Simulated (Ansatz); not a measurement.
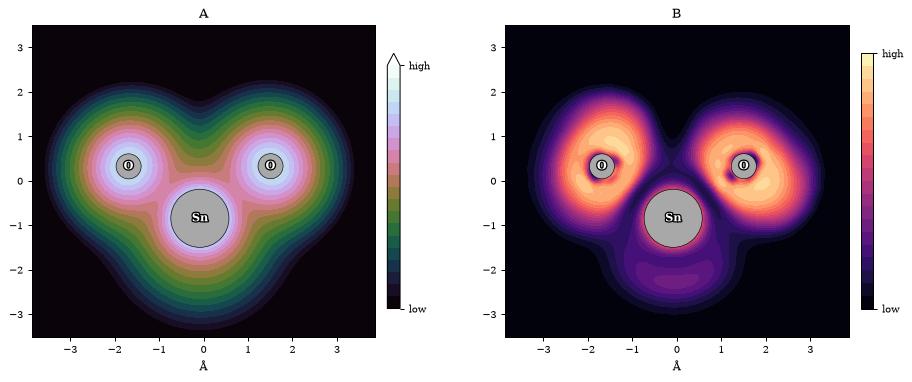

H$_{4}$O$_{2}$Sn···H$_{2}$S: 2 fields on the plane of atoms O2, Sn1 and O5, with unlabelled colour scales. Grey discs cover the atomic cores.

Core potentials replace the inner electrons of Sn; not at a stationary point (largest force 0.6 eV/Å).

Theory: Ansatz 0.2.0, RKS PBE0-D4/def2-SVP.

> Match the panels to the quantities (electron density and electron localisation function).

Panel A: electron density. Panel B: electron localisation function. From the grid: Sn–O (1.97 Å): the density is about 0.73 e/Å³ at the midpoint; the ELF peaks at about 0.85 in the valence shell of O, 0.7 Å from its nucleus, and drops to about 0.10 between the two atoms.
